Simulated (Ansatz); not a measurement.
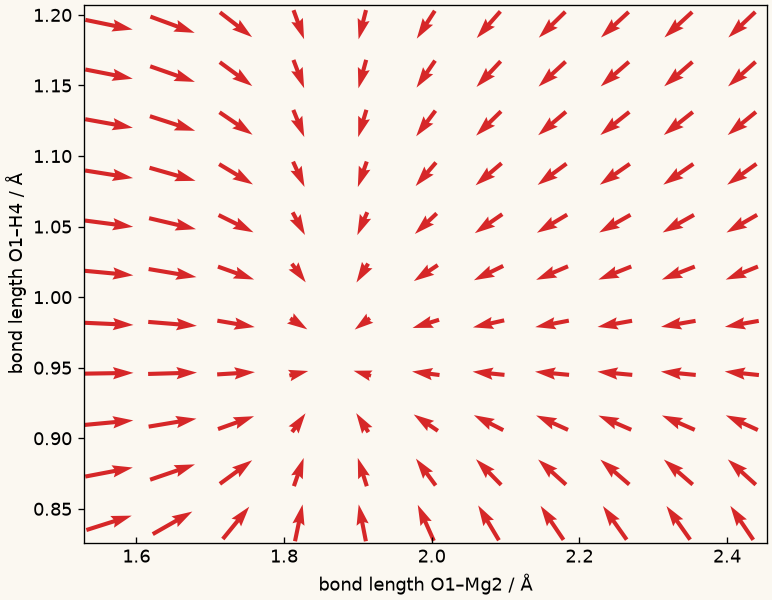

H₃MgOSi, SMILES [OH][Mg][SiH2-], charge −1. 
- The first coordinate is: bond length O1–Mg2; the second: bond length O1–H4.
- Nothing is relaxed (all other coordinates rigid).
- The grid has 11 × 11 points.
- Points are written as (first, second).
- Level of theory: RKS PBE0-D4/def2-TZVPD in Ansatz.

Drawn: arrows along the force (downhill), their lengths compressed.

The arrows alone are given. Where is the energy lowest?

The arrows converge at about (1.861 Å, 0.955 Å) (read from the interpolated surface).

The energy map of the same scan:

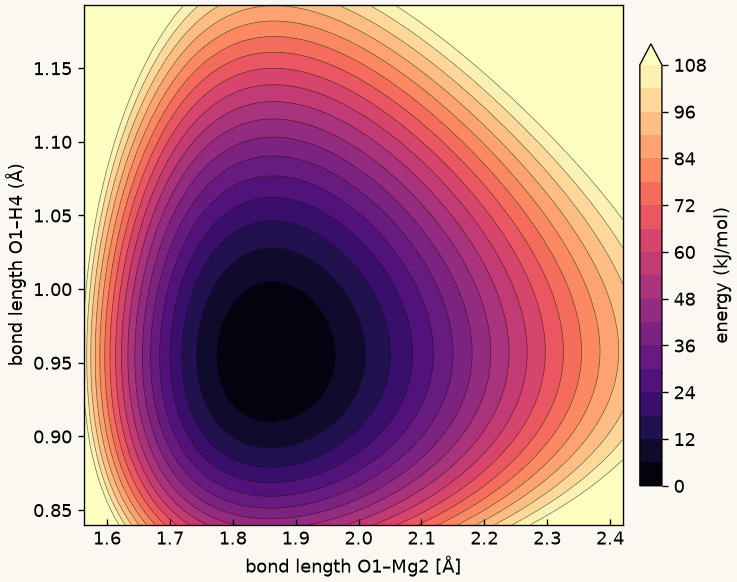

Energies are in kJ/mol, from the relaxed molecule at the same level; between grid points the surface is interpolated.
